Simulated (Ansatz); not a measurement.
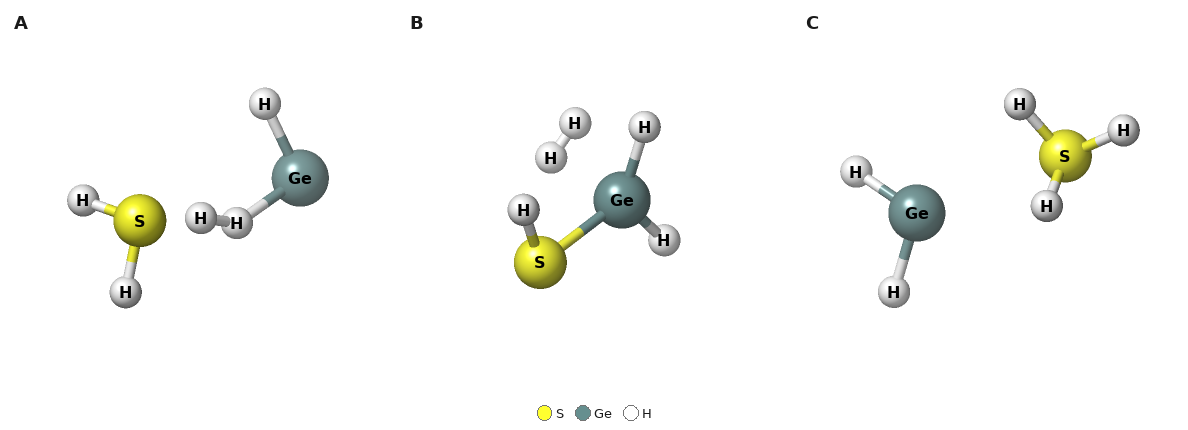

3 stationary structures of one formula. The species has charge +1 and is a spin singlet. Geometries: PBE-D4/def2-SVP. Electronic energies: PBE-D4/def2-SVP (Ansatz 0.2.0), without zero-point energy. No frequency run is at hand to confirm each as a minimum. Each is one conformer, not always the lowest.

### Rank them by energy, lowest first.

B is lowest (C1); A lies 0.980 eV above it, C lies 1.516 eV above it.
